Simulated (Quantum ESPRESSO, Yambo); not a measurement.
# A GW chain in Yambo: BaTiO3 (P4mm), part 3 of 3

Aim: the G0W0 gap of BaTiO3 (P4mm) on PBE, step by step.

Quantum ESPRESSO 7.5 and Yambo 5.3.0; PBE and many-body steps on it, plane waves. Known limits of the many-body steps: not at the basis limit; no spin-orbit coupling; coarse k mesh.

So far. Step 3 (Bands along the symmetry lines): The gap is 1.851 eV, as in the run before at this level. Step 4 (Empty states on the mesh, 4×4×4 mesh, 129 bands): On this mesh the gap is 1.851 eV.

**6. Screening and self-energy, 4×4×4 mesh, 129 bands, screening to 136.1 eV**

G0W0 replaces the xc potential by the self-energy, built once from these orbitals. Only a window of levels is corrected, while the sums run over the empty bands that the input names.

This step: G0W0 on PBE, plane waves, norm-conserving pseudopotentials.

gw1.in

```
HF_and_locXC
gw0
dyson
ppa
em1d
rim_cut
RandQpts= 1000000
RandGvec= 1 RL
EXXRLvcs= 76 Ry
VXCRLvcs= 304 Ry
Chimod= "HARTREE"
% BndsRnXp
 1 | 129 |
%
NGsBlkXp= 10 Ry
% LongDrXp
 1 | 1 | 1 |
%
% GbndRnge
 1 | 129 |
%
DysSolver= "n"
ExtendOut
PPAPntXp= 27.21138 eV
% QPkrange
 18 | 18 | 19 | 22 |
 1 | 1 | 19 | 22 |
%
```

Command:

```bash
$ OMP_NUM_THREADS=1 mpirun -n 4 yambo -F gw1.in -J gw1 -C gw1 > gw1.log
```

Log:

```text
 Yambo, version 5.3.0

 [02] CORE Variables Setup
 =========================

  [... cell, symmetries and grids as in the set-up ...]

  [02.05] Energies & Occupations
  ==============================

  [X] === General ===
  [X] Electronic Temperature                        :  0.000000  0.000000 [eV K]
  [X] Bosonic    Temperature                        :  0.000000  0.000000 [eV K]
  [X] Finite Temperature mode                       : no
  [X] El. density                                   :  0.62439E+24 [cm-3]
  [X] Fermi Level                                   :  10.49564 [eV]

  [X] === Gaps and Widths ===
  [X] Conduction Band Min                           :  1.851171 [eV]
  [X] Valence Band Max                              :  0.000000 [eV]
  [X] Filled Bands                                  :  20
  [X] Empty Bands                                   :   21  129
  [X] Direct Gap                                    :  2.221732 [eV]
  [X] Direct Gap localized at k                     :  1
  [X] Indirect Gap                                  :  1.851171 [eV]
  [X] Indirect Gap between kpts                     :  18   1
  [X] Last valence band width                       :  0.967689 [eV]
  [X] 1st conduction band width                     :  2.396446 [eV]

 [03] Transferred momenta grid and indexing
 ==========================================

 IBZ Q-points                                      :  18
 BZ  Q-points                                      :   64

 K/Q-points units:
 rlu = crystal or reduced units; cc = cartesian coordinates; iku = interal k-units

 Q [ 1]         [rlu]:  0.000000  0.000000  0.000000
 Q [ 2]         [rlu]:  0.000000  0.000000  0.250000
 Q [ 3]         [rlu]:  0.000000  0.000000 -0.500000
 Q [ 4]         [rlu]:  0.000000  0.250000  0.000000
 Q [ 5]         [rlu]:  0.000000  0.250000  0.250000
 Q [ 6]         [rlu]:  0.000000  0.250000 -0.500000
 Q [ 7]         [rlu]:  0.000000 -0.500000  0.000000
 Q [ 8]         [rlu]:  0.000000 -0.500000  0.250000
 Q [ 9]         [rlu]:  0.000000 -0.500000 -0.500000
 Q [10]         [rlu]:  0.250000  0.250000  0.000000
     [... 6 further rows ...]
 Q [17]         [rlu]: -0.500000 -0.500000  0.250000
 Q [18]         [rlu]: -0.500000 -0.500000 -0.500000

 [04] Coloumb potential Random Integration (RIM)
 ===============================================

  [04.01] RIM initialization
  ==========================

  * Diagonal components only detected *

  8 x (sBL volume)        :  0.071722 [a.u.]
  sBZ random points       :  1000000
  Points outside the sBZ  :   7992674
  RL volume               :  0.573772 [a.u.]
  Integrated volume       :  0.574298 [a.u.]

  [04.02] RIM integrals
  =====================

  Gamma point sphere radius             :  0.075365 [a.u.]
  Points outside the sphere             :   799811
  [Int_sBZ(q=0) 1/q^2]*(Vol_sBZ)^(-1/3) =:  7.678270
                                 should be <:  7.795600

  Summary of Coulomb integrals for non-metallic bands |Q|[au] RIM/Bare

  Q [1] 0.100000E-4 0.984949 * Q [2] 0.206618 1.046119
  Q [4] 0.208303 1.052505 * Q [5] 0.293396 1.049018
  Q [10] 0.294585 1.050977 * Q [11] 0.359821 1.035731
  Q [3] 0.413236 1.019402 * Q [7] 0.416606 1.019496
  Q [6] 0.462768 1.018035 * Q [8] 0.465029 1.017337
  Q [13] 0.465780 1.017829 * Q [12] 0.507488 1.016008
  Q [14] 0.509551 1.015385 * Q [9] 0.586792 1.011894
  Q [16] 0.589170 1.011790 * Q [15] 0.622667 1.010825
  Q [17] 0.624350 1.010447 * Q [18] 0.719643 1.008389

 [05] Dipoles
 ============

  [05.01] Setup: observables and procedures
  =========================================

  [WARNING] [x,Vnl] slows the Dipoles computation. To neglect it rename the ns.kb_pp file

 [06] Dynamic Dielectric Matrix (PPA)
 ====================================

 [WR./gw1//ndb.pp]---------------------------------------------------------------
  Brillouin Zone Q/K grids (IBZ/BZ)                :   18   64   18   64
  RL vectors                                       :   5983 [WF]
  Coulomb cutoff potential                         : none
  Electronic Temperature                           :  0.000000 [K]
  Bosonic    Temperature                           :  0.000000 [K]
  PPA    diel. fun.  energies                      : Perdew, Burke & Ernzerhof(X)+Perdew, Burke & Ernzerhof(C)
  wavefunctions                                    : Perdew, Burke & Ernzerhof(X)+Perdew, Burke & Ernzerhof(C)
  Global Gauge                                     : length
  X matrix size                                    :  253
  X band range                                     :    1  129
  X e/h energy range                               : -1.000000 -1.000000 [eV]
  X Time ordering                                  : R
  X Hxc Kernel                                     : HARTREE
  X Drude frequency                                :  0.000000  0.000000
  X poles                                          :  100.0000 [o/o]
  RL vectors in the sum                            :   5983
  [r,Vnl] included                                 : yes
  Field direction                                  :  0.577350E-5  0.577350E-5  0.577350E-5
  BZ energy Double Grid                            : no
  BZ energy DbGd points                            : 0
  BZ Q point size factor                           : -1.000000
  X Optical Averaged directions                    : none

 [07] Local Exchange-Correlation + Non-Local Fock
 ================================================

 [VXC] Plane waves :   38715
 [EXS] Plane waves :   4897

 QP @ state[ 1 ] K range:  1  1
 QP @ state[ 1 ] b range:  19  22
 QP @ state[ 2 ] K range:  18  18
 QP @ state[ 2 ] b range:  19  22

 [xc] Functional : Perdew, Burke & Ernzerhof(X)+Perdew, Burke & Ernzerhof(C)
 [xc] LIBXC used to calculate xc functional
  PP Number of Atomic Species                      :  3
  NLCC RL compoments                               :   38715
  PP Number of Atomic Species                      :  3
  NLCC RL compoments                               :   38715

 [xc] E_xc :  -21.67922 [Ha]
      E_xc :  -43.35844 [Ry]

  Local XC kind (lXC) : Perdew, Burke & Ernzerhof(X)+Perdew, Burke & Ernzerhof(C)
  Non-Local XC kind (nlXC) : Hartree-Fock

  Corrections @ K [1] :  [eV]
 <19|nlXC|19> = -24.43200  0.15640E-17 <19|lXC|19> = -20.00499  0.000000
 <20|nlXC|20> = -24.43197  0.21505E-16 <20|lXC|20> = -20.00499 -0.18882E-15
 <21|nlXC|21> = -11.39897  0.25819E-19 <21|lXC|21> = -18.77475  0.000000
 <22|nlXC|22> = -12.09059 -0.18965E-17 <22|lXC|22> = -19.06032  0.18882E-15

  Corrections @ K [18] :  [eV]
 <19|nlXC|19> = -24.90328  0.20441E-16 <19|lXC|19> = -19.96286  0.000000
 <20|nlXC|20> = -24.96123 -0.15727E-16 <20|lXC|20> = -20.00654 -0.18882E-15
 <21|nlXC|21> = -13.09653 -0.20800E-17 <21|lXC|21> = -21.85267  0.18882E-15
 <22|nlXC|22> = -13.21931 -0.52776E-18 <22|lXC|22> = -21.85360  0.47204E-16

  [07.01] Hartree-Fock occupations report
  =======================================

  [Hartree-Fock] === General ===
  [Hartree-Fock] Electronic Temperature             :  0.000000  0.000000 [eV K]
  [Hartree-Fock] Bosonic    Temperature             :  0.000000  0.000000 [eV K]
  [Hartree-Fock] Finite Temperature mode            : no
  [Hartree-Fock] El. density                        :  0.62439E+24 [cm-3]
  [Hartree-Fock] Fermi Level                        :  10.49564 [eV]

  [Hartree-Fock] === Gaps and Widths ===
  [Hartree-Fock] Conduction Band Min                :  1.925171 [eV]
  [Hartree-Fock] Valence Band Max                   : -0.036277 [eV]
  [Hartree-Fock] Filled Bands                       :  20
  [Hartree-Fock] Empty Bands                        :   21  129
  [Hartree-Fock] Direct Gap                         :  2.473257 [eV]
  [Hartree-Fock] Direct Gap localized at k          :  2
  [Hartree-Fock] Indirect Gap                       :  1.961449 [eV]
  [Hartree-Fock] Indirect Gap between kpts          :  17   2
  [Hartree-Fock] Last valence band width            :  4.918406 [eV]
  [Hartree-Fock] 1st conduction band width          :  11.07858 [eV]

 [08] Dyson equation: Newton solver
 ==================================

  [08.01] G0W0 (W PPA)
  ====================

  [  GW  ] Bands range     :    1  129
  [GW/PPA] G damping       :  0.100000 [eV]

  QP @ state[ 1 ] K range:  1  1
  QP @ state[ 1 ] b range:  19  22
  QP @ state[ 2 ] K range:  18  18
  QP @ state[ 2 ] b range:  19  22

   Sc/G bands                                       :    1  129
   Sc/G damping                                     :  0.100000 ev
   Sc bands terminator                              : no
   Sx RL components                                 :   4897

   QP @ state[ 1 ] K range                          :  1  1
   QP @ state[ 1 ] b range                          :  19  22
   QP @ state[ 2 ] K range                          :  18  18
   QP @ state[ 2 ] b range                          :  19  22
   GF energies kind                                 : Perdew, Burke & Ernzerhof(X)+Perdew, Burke & Ernzerhof(C)
   GF WF`s kind                                     : Perdew, Burke & Ernzerhof(X)+Perdew, Burke & Ernzerhof(C)
   Xs energies kind                                 : Perdew, Burke & Ernzerhof(X)+Perdew, Burke & Ernzerhof(C)
   Xs WF`s kind                                     : Perdew, Burke & Ernzerhof(X)+Perdew, Burke & Ernzerhof(C)

 [11] Game Over & Game summary
```

It took 5.4 min on 4 MPI ranks of Arm Neoverse V1, shared host; peak memory 2.1 GiB.

Numbers from this step:

| Quantity | Value |
| --- | --- |
| G0W0 gap on the points computed | 3.334 eV |
| starting gap on the mesh | 1.851 eV |
| k of the valence top | -0.5, -0.5, -0.5 |
| k of the conduction bottom | 0, 0, 0 |
| least direct G0W0 gap on the computed points | 3.717 eV |
| Z at the valence top | 0.7641 |
| Z at the conduction bottom | 0.7787 |

The gap on the mesh goes from 1.85 eV to 3.33 eV, a correction of +1.48 eV.

Limits: finite bands, cutoff and mesh; no spin-orbit coupling; coarse k mesh. v1 is the top filled band, c1 the lowest empty one. The levels before and after the correction (eV, zero at the valence-band top of each column):

```
           conduction bottom  valence top
Kohn-Sham               1.85         0.00
     G0W0               3.33         0.00
```

```csv
,level,energy (eV)
Kohn-Sham,Γ v2-v1,-0.371
Kohn-Sham,Γ c1,1.851
Kohn-Sham,Γ c2,2.219
Kohn-Sham,(-0.5 -0.5 -0.5) v2,-0.176
Kohn-Sham,(-0.5 -0.5 -0.5) v1,0.000
Kohn-Sham,(-0.5 -0.5 -0.5) c1,4.248
Kohn-Sham,(-0.5 -0.5 -0.5) c2,4.260
G0W0,Γ v2-v1,-0.383
G0W0,Γ c1,3.334
G0W0,Γ c2,3.732
G0W0,(-0.5 -0.5 -0.5) v2,-0.208
G0W0,(-0.5 -0.5 -0.5) v1,0.000
G0W0,(-0.5 -0.5 -0.5) c1,6.035
G0W0,(-0.5 -0.5 -0.5) c2,6.091
```

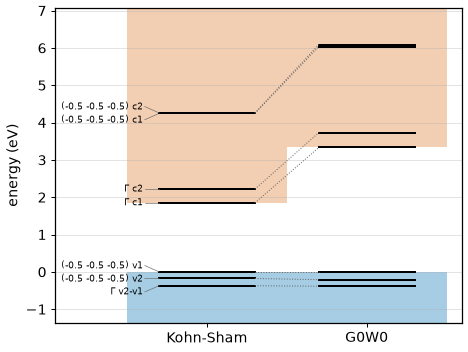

Levels before and after the correction. Shaded: valence and conduction bands.

**7. Where the time went**

Times are wall times on the hardware named with each run, good to a factor of about two.

```csv
step,time,share,memory (GiB)
ground state,29 s,7 %,0.37
bands along the symmetry lines,13 s,3 %,0.27
empty states on the mesh,27 s,7 %,0.43
conversion and set-up,3.3 s,1 %,0.25
screening and self-energy,5.4 min,82 %,2.1
```

**8. Results**

| Property | Result |
| --- | --- |
| PBE gap | 1.85 eV, indirect |
| G0W0 gap on the mesh | 3.33 eV |
| GW settings | 4×4×4 mesh, 129 bands, screening to 136.1 eV, Godby-Needs plasmon pole |
| known limits | not at the basis limit; no spin-orbit coupling; coarse k mesh |

**Reading.** G0W0 moves the gap on the mesh from 1.85 eV to 3.33 eV (+1.48 eV), with Z of 0.76 and 0.78 at the edges. Only 2 of the mesh's irreducible points were corrected, so a valley elsewhere could overtake. The dearest step here is «screening and self-energy». Bands and cutoff are finite, so the gap is not at the basis limit. The miss can reach some tenths of an eV and take either sign; the mesh is an error of its own. In the G0W0 run levels were corrected at 2 k points alone, so a gap called «on the mesh» is the least over those, and an edge elsewhere would be missed. The 4×4×4 mesh is coarse for this cell, which bears on the long-range parts of exchange and screening. The many-body steps are scalar-relativistic: spin-orbit coupling is not in them.

[Paths, hosts, dates, memory and timing lines, banners, echoed tables and standing remarks are left out of the program output.]

[Logs are printed without paths, hosts, clocks, repeated set-up lines and the standing remarks that a program may print on its own settings, such as how far it seeks lower states.]

[Runs of the session that timed out or met a known fault of the program may be left out.]

[Hosts, paths, dates, database ids (printed as entryN), source tags and the programs' standing remarks are cut or masked in the printed files.]
